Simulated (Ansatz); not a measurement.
Al14H34N14 (Al14N14 wurtzite off sphere)

Al14H34N14 (Al14N14 wurtzite off sphere), 62 atoms.

Geometry: PBE-D4/def2-SVP.

Level of theory: RKS PBE0-D4/def2-SVP (Ansatz).

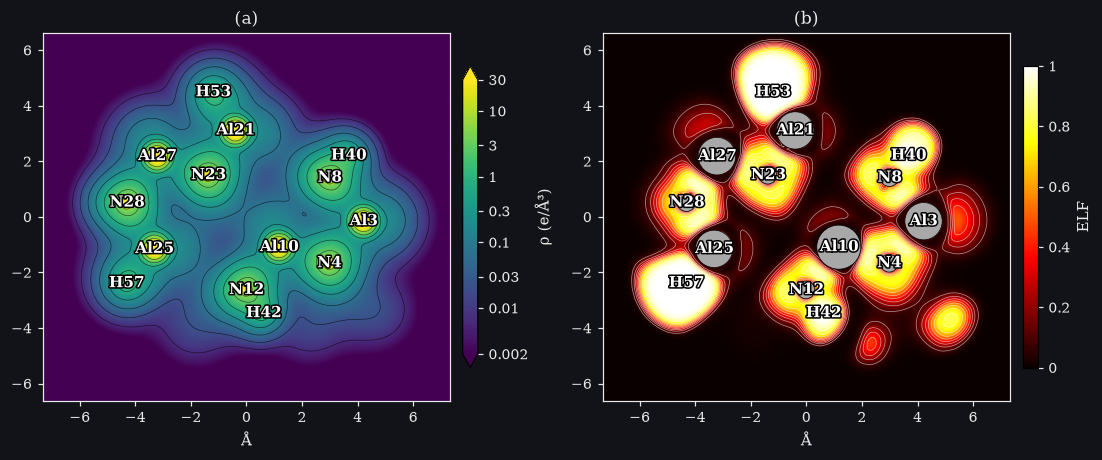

Figure 1. (a) electron density; (b) ELF on the plane of atoms Al25, N28 and Al27. Grey discs cover the atomic cores in the ELF map.

Q: Describe what can be read from this map.

A: Atoms in the plane: Al, N and H. Al–N (1.89 Å): ρ at the midpoint is about 0.67 e/Å³; the ELF peaks at about 0.90 in the valence shell of N, 0.8 Å from its nucleus, and is about 0.55 at the midpoint. N–H (1.04 Å): ρ is about 2.6 e/Å³ halfway; the ELF climbs to about 1 towards the hydrogen, as it does in any bond to H; an ordinary covalent bond to hydrogen. Al–N (1.96 Å): ρ is about 0.59 e/Å³ halfway; the ELF peaks at about 0.90 between the atoms, as expected for a polar covalent bond. Al–H (1.60 Å): ρ is about 0.52 e/Å³ halfway; the ELF climbs to about 1 towards the hydrogen.

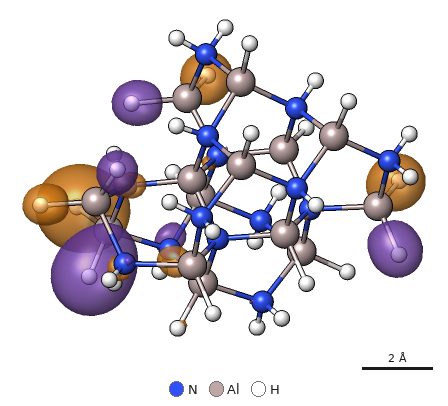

Figure 2. The HOMO−1 at ±0.08 Å⁻³ᐟ² (orange and purple are the two phases), seen at an oblique angle.

Q: Describe this orbital and give its energy.

A: Its weight (Hirshfeld) is mainly on H34 (about 25 %), Al3 (about 20 %) and H33 (about 15 %). Its energy is −7.50 eV.
